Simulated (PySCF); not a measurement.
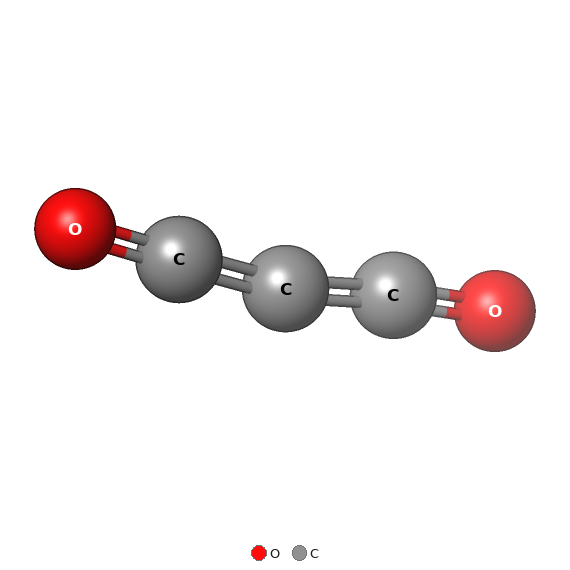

Orthographic view. Distant atoms are faded towards the background colour. Geometry: a frame of a GFN2-xTB molecular-dynamics simulation, not a minimum.

Give the standard InChI.

InChI=1S/C3O2/c4-2-1-3-5
